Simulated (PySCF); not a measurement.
SMILES CC/C=C\[SeH] (C4H8Se), singlet at its GFN2-xTB optimised geometry (Å):

```
13

C      1.4030    -1.5674    -1.2433
C      0.8454    -0.8778     0.0000
C     -0.6473    -0.8778     0.0000
C     -1.4120     0.2035     0.0000
Se    -0.7361     1.9917     0.0282
H      2.4902    -1.5675    -1.2210
H      1.0577    -2.5979    -1.2943
H      1.0745    -1.0487    -2.1412
H      1.2062    -1.3971     0.8927
H      1.2052     0.1570     0.0406
H     -1.1212    -1.8513    -0.0196
H     -2.4902     0.1496    -0.0074
H     -2.0469     2.5979     0.0017
```

Calculation: CAM-B3LYP/def2-TZVP (PySCF).

Map of the electron localisation function on the plane z = 1.5 Å:

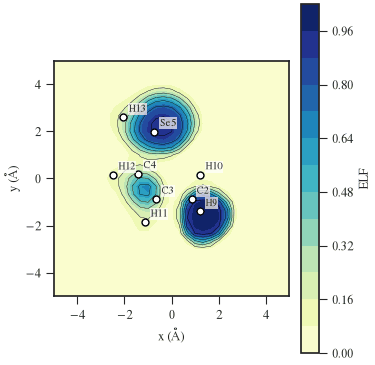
Electron localisation function on the plane z = 1.5 Å.
